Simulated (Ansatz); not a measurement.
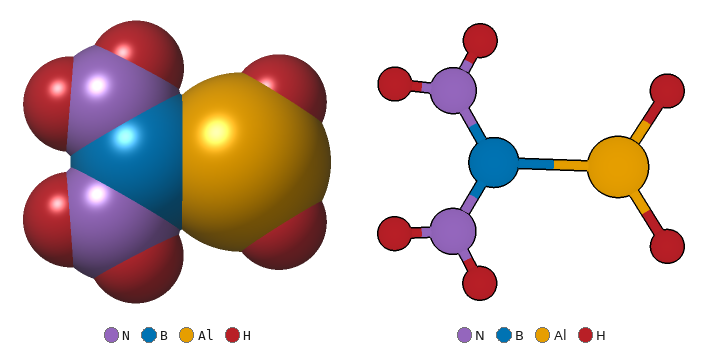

Two views of one molecule.

> Count the atoms of each element.

AlBH6N2, 10 atoms: 1 aluminium, 1 boron, 6 hydrogen and 2 nitrogen.

> How many bonds of each kind are drawn?

4 N–H, 2 B–N, 2 Al–H, 1 Al–B.

The parts below concern this one geometry. Atoms keep their numbers from picture to picture. The geometry was computed by an optimisation with PBE0-D4/def2-TZVP.

**Symmetry**

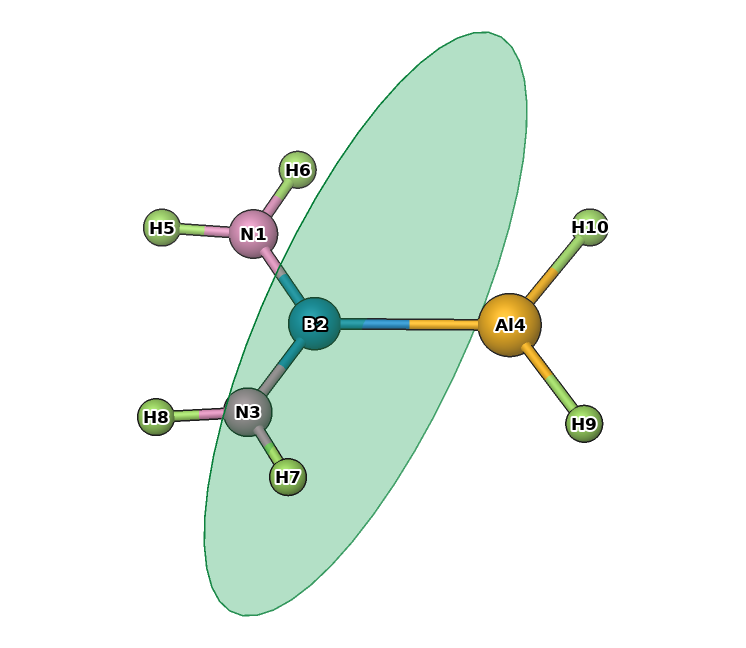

A disc through the centre of mass is drawn in. Distant atoms are faded towards the background colour.

> Is the plane of the disc a mirror plane of the structure?

No. The point group is C2v, with 1 C2 axis and 2 mirror planes, and this plane isn't one of its mirror planes.

**Dipole moment**

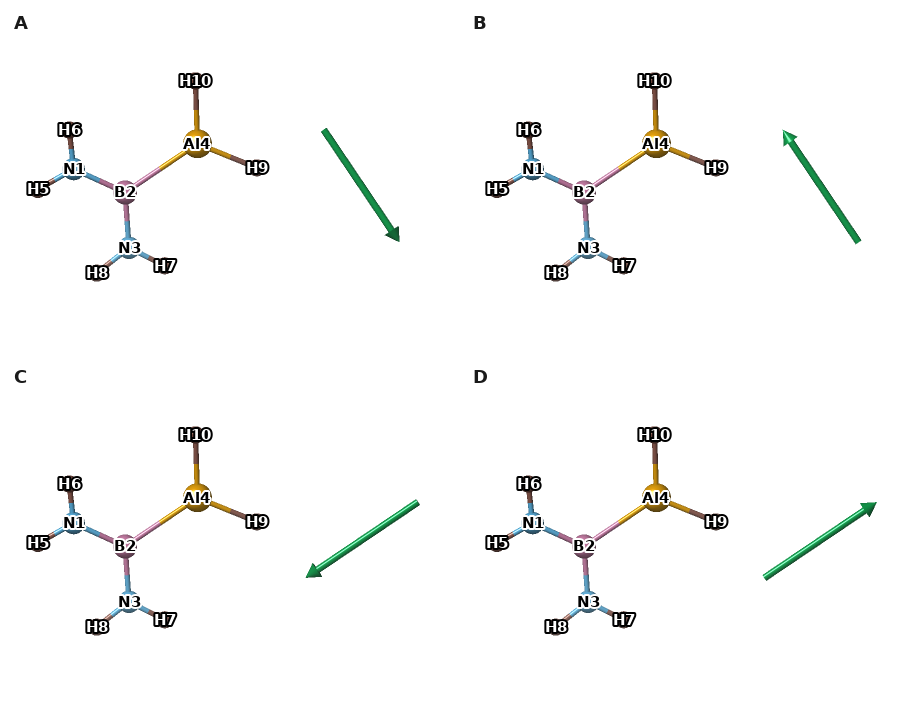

The same molecule four times, each with an arrow. Method: RKS PBE0-D4/def2-TZVP (Ansatz 0.2.0).

> Which arrow points along the dipole moment, from the negative to the positive end?

C. The dipole moment is 2.60 D; it points from the side of H9, H10 to the side of H5, H8 (the outermost atoms at the two ends).

**Electronic properties**

Properties computed with RKS PBE0-D4/def2-TZVPP (Ansatz 0.2.0).

Predict the main results.

- HOMO energy (Kohn–Sham orbital): −6.91 eV
- LUMO energy (Kohn–Sham orbital): −1.50 eV
- HOMO–LUMO gap: 5.41 eV
- dispersion correction: −13.4 kJ/mol

**Charges**

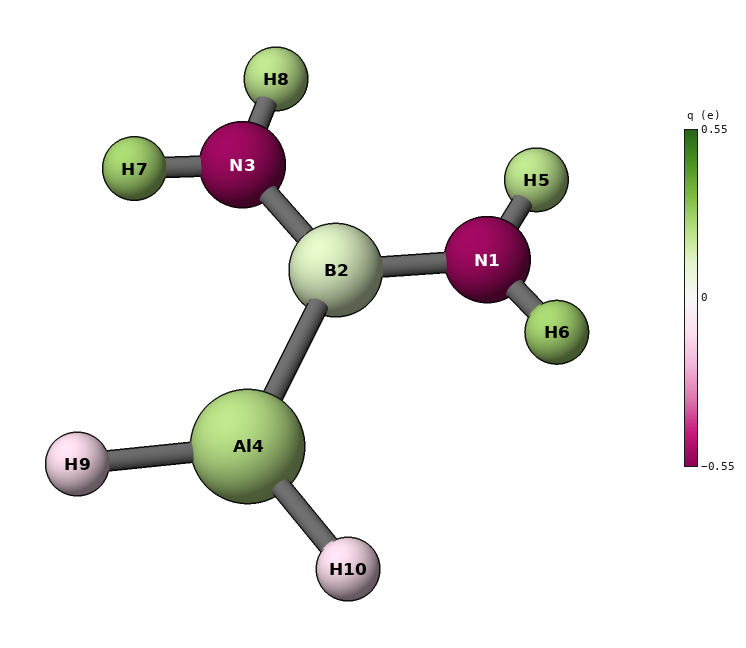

Atoms are coloured by their Mulliken charges. Level of theory: RKS PBE0-D4/def2-TZVP (Ansatz 0.2.0).

List the Mulliken charges.

```
atom  value (e)
  N1      −0.52
  B2       0.13
  N3      −0.52
 Al4       0.22
  H5       0.21
  H6       0.25
  H7       0.25
  H8       0.21
  H9      −0.12
 H10      −0.12
```

Mulliken values depend strongly on the basis set and can even reverse the polarity of a bond.
